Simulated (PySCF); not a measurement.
## C$_{6}$H$_{3}$F$_{3}$: one change and its effect

System: C$_{6}$H$_{3}$F$_{3}$ (1,3,5-trifluorobenzene), SMILES Fc1cc(F)cc(F)c1.
Method of run A: GIAO wB97X-D/pcSseg-2 NMR shielding, non-relativistic, gas phase (PySCF 2.14.0).

The geometry comes from this level: PBE0-D3(BJ)/def2-TZVP. Text and figures count atoms from 1; the logs count them from 0 in places.

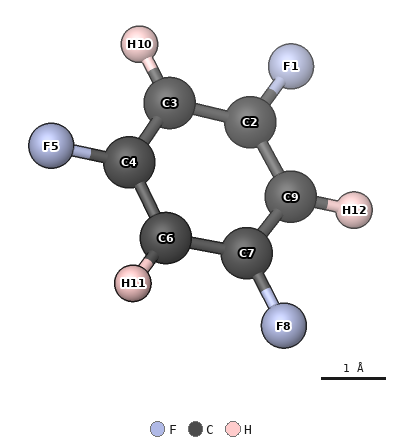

**Figure 1.** The structure as given in the input (ball-and-stick view, seen at a tilt; atoms are numbered from 1 in the order of the input).

## Input file, run A
```
{"job": {"kind": "nmr", "xc": "wB97X-D", "basis": "pcSseg-2", "pop": false}, "charge": 0, "multiplicity": 1}
F     -0.635325     2.333836    -1.174064
C     -0.318382     1.176908    -0.591852
C      0.883014     0.579892    -0.923123
C      1.179641    -0.617841    -0.301293
F      2.331142    -1.220598    -0.599130
C      0.338433    -1.219808     0.614739
C     -0.846421    -0.568143     0.899125
F     -1.681165    -1.121857     1.778963
C     -1.206787     0.630899     0.314675
H      1.559620     1.028748    -1.636692
H      0.595197    -2.157688     1.086896
H     -2.140640     1.119125     0.555642
```

The first line tells a small driver script what to run in PySCF; the rest is the geometry in Å.

Launched with:
```bash
OMP_NUM_THREADS=1 python <driver script> task.json out
```

Hardware: 1 CPU thread, shared host.

## Output (run A)
```
coarse grid: 11640 points
cycle   1  E = -529.8827375940  dE =  2.065e+00  |g| = 8.313e-01  |ddm| = 3.255e+00
cycle   2  E = -529.8760218014  dE =  6.716e-03  |g| = 9.374e-01  |ddm| = 1.013e+00
cycle   3  E = -529.9998476991  dE = -1.238e-01  |g| = 9.461e-02  |ddm| = 5.337e-01
cycle   4  E = -530.0011921840  dE = -1.344e-03  |g| = 3.172e-02  |ddm| = 7.043e-02
cycle   5  E = -530.0014116302  dE = -2.194e-04  |g| = 8.460e-03  |ddm| = 3.486e-02
cycle   6  E = -530.0014264682  dE = -1.484e-05  |g| = 1.269e-03  |ddm| = 7.434e-03
cycle   7  E = -530.0014272134  dE = -7.451e-07  |g| = 5.830e-04  |ddm| = 1.901e-03
final grid: 118176 points
cycle   8  E = -530.0047199117  dE = -2.894e-04  |g| = 1.374e-02  |ddm| = 7.035e-02
cycle   9  E = -530.0047094483  dE =  1.046e-05  |g| = 1.660e-02  |ddm| = 1.736e-02
cycle  10  E = -530.0047475123  dE = -3.806e-05  |g| = 5.974e-04  |ddm| = 8.922e-03
cycle  11  E = -530.0047475995  dE = -8.713e-08  |g| = 3.837e-04  |ddm| = 1.198e-03
cycle  12  E = -530.0047476311  dE = -3.160e-08  |g| = 4.656e-05  |ddm| = 3.271e-04
cycle  13  E = -530.0047476325  dE = -1.476e-09  |g| = 1.652e-05  |ddm| = 1.574e-04
cycle  14  E = -530.0047476326  dE = -9.982e-11  |g| = 5.234e-06  |ddm| = 3.854e-05
converged SCF energy = -530.0047476326

GIAO shielding tensors (ppm)
atom      isotropic    diamagn.    paramagn.     s11        s22        s33       span
  0 F      289.210     468.030    -178.820    202.791    291.329    373.511    170.720
  1 C        6.674     251.605    -244.932    -84.387     21.633     82.775    167.162
  2 C       78.221     255.443    -177.222     13.280     62.197    159.186    145.906
  3 C        6.661     251.618    -244.957    -84.442     21.654     82.771    167.214
  4 F      289.229     468.051    -178.822    202.815    291.374    373.498    170.682
  5 C       78.232     255.446    -177.213     13.296     62.198    159.203    145.907
  6 C        6.681     251.606    -244.924    -84.404     21.653     82.795    167.199
  7 F      289.223     468.037    -178.814    202.847    291.273    373.548    170.701
  8 C       78.202     255.458    -177.256     13.208     62.219    159.178    145.970
  9 H       24.849      30.766      -5.917     21.702     25.170     27.677      5.975
 10 H       24.849      30.759      -5.909     21.702     25.170     27.675      5.973
 11 H       24.846      30.778      -5.932     21.701     25.162     27.675      5.973
```

Run B used a changed input.

## The two runs side by side

```csv
quantity,run A,run B
outcome,converged,converged
total energy (hartree),−530.004748,−537.483399
HOMO (eV),−9.49,−6.60
LUMO (eV),1.14,−1.44
dipole moment (D),0.00,0.00
shielding of F1 (ppm),289.2,269.8
shielding of C2 (ppm),6.7,16.8
shielding of C4 (ppm),6.7,16.8
shielding of F5 (ppm),289.2,269.8
shielding of C6 (ppm),78.2,86.7
shielding of C7 (ppm),6.7,16.9
shielding of F8 (ppm),289.2,269.8
SCF iterations,14,14
basis functions,366,366
wall time (shared host),79 s,70 s
```

What was changed in the input?

The change (lines with − go, lines with + come):
```diff
-"xc": "wB97X-D"
+"xc": "KT3"
```

The total energies belong to different methods, so their difference says nothing on which is more stable or more accurate. The HOMO goes from −9.49 to −6.60 eV. The LUMO goes from 1.14 to −1.44 eV. Of all shieldings, the largest change is that of F1, F5 and F8, by −19.4 ppm. The functional changes from wB97X-D to KT3. Exact exchange removes part of the self-interaction error of semilocal functionals, which pushes filled and empty levels apart. The number of SCF iterations is the same.

## Output (run B)
```
coarse grid: 11640 points
cycle   1  E = -537.3259622928  dE =  1.561e+00  |g| = 9.926e-01  |ddm| = 3.707e+00
cycle   2  E = -537.0264146918  dE =  2.995e-01  |g| = 1.708e+00  |ddm| = 2.646e+00
cycle   3  E = -537.4652327407  dE = -4.388e-01  |g| = 2.649e-01  |ddm| = 1.970e+00
cycle   4  E = -537.4798405500  dE = -1.461e-02  |g| = 6.909e-02  |ddm| = 2.243e-01
cycle   5  E = -537.4807900014  dE = -9.495e-04  |g| = 2.677e-02  |ddm| = 6.204e-02
cycle   6  E = -537.4809670226  dE = -1.770e-04  |g| = 4.535e-03  |ddm| = 2.689e-02
cycle   7  E = -537.4809710363  dE = -4.014e-06  |g| = 3.133e-04  |ddm| = 3.005e-03
final grid: 118176 points
cycle   8  E = -537.4832455624  dE = -4.898e-04  |g| = 3.312e-02  |ddm| = 3.371e-01
cycle   9  E = -537.4827503164  dE =  4.952e-04  |g| = 6.474e-02  |ddm| = 6.775e-02
cycle  10  E = -537.4833950161  dE = -6.447e-04  |g| = 3.933e-03  |ddm| = 4.686e-02
cycle  11  E = -537.4833986269  dE = -3.611e-06  |g| = 8.079e-04  |ddm| = 3.385e-03
cycle  12  E = -537.4833987386  dE = -1.117e-07  |g| = 3.173e-04  |ddm| = 8.781e-04
cycle  13  E = -537.4833987627  dE = -2.413e-08  |g| = 4.955e-05  |ddm| = 2.544e-04
cycle  14  E = -537.4833987632  dE = -4.942e-10  |g| = 1.152e-05  |ddm| = 4.986e-05
converged SCF energy = -537.4833987632

GIAO shielding tensors (ppm)
atom      isotropic    diamagn.    paramagn.     s11        s22        s33       span
  0 F      269.772     467.772    -198.000    183.105    275.684    350.526    167.421
  1 C       16.848     254.030    -237.182    -55.240     25.487     80.297    135.538
  2 C       86.689     260.116    -173.427     30.291     73.723    156.053    125.762
  3 C       16.850     254.035    -237.185    -55.263     25.512     80.301    135.564
  4 F      269.786     467.756    -197.971    183.141    275.739    350.477    167.336
  5 C       86.705     260.114    -173.410     30.312     73.731    156.070    125.758
  6 C       16.862     254.026    -237.164    -55.245     25.509     80.322    135.567
  7 F      269.781     467.766    -197.985    183.163    275.627    350.554    167.391
  8 C       86.672     260.137    -173.465     30.230     73.741    156.046    125.816
  9 H       25.120      30.300      -5.180     22.263     25.571     27.527      5.264
 10 H       25.120      30.285      -5.166     22.263     25.571     27.525      5.261
 11 H       25.117      30.319      -5.202     22.262     25.564     27.524      5.263
```
